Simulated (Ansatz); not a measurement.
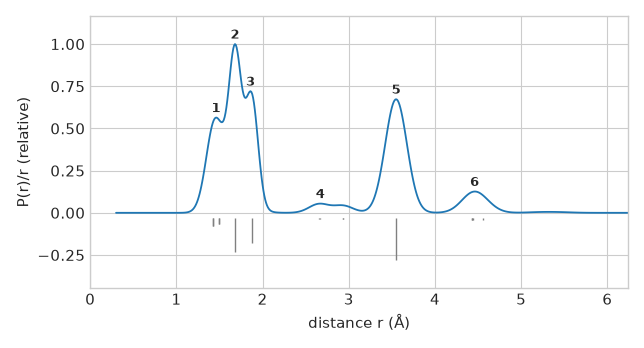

Simulated gas electron diffraction: radial distribution curve of AlBH4S. Each pair of atoms contributes with weight ZᵢZⱼ/r (bars below the curve); damping constant 0.0015 Å²; vibrational amplitudes assumed, not computed: 0.05 Å for bonds, 0.078 Å for bonds to H, 0.06 + 0.015 r up to 0.15 Å for other pairs. The geometry is the end point of an optimisation (Ansatz, RKS CAM-B3LYP/STO-3G); it may be a saddle point or a higher isomer.

Read the positions of the numbered peaks and name the main pairs (– for bonds).

Answer. Peak 1, 1.46 Å: S–H 1.42 Å (×2), Al–H 1.50 Å (×2), not resolved
Peak 2, 1.68 Å: S–B 1.68 Å
Peak 3, 1.86 Å: Al–B 1.87 Å
Peak 4, 2.67 Å: H···H 2.58 Å, B···H 2.66 Å (×2), not resolved
Peak 5, 3.55 Å: S···Al 3.55 Å
Peak 6, 4.46 Å: Al···H 4.43–4.44 Å (×2), S···H 4.44–4.56 Å (×2), not resolved
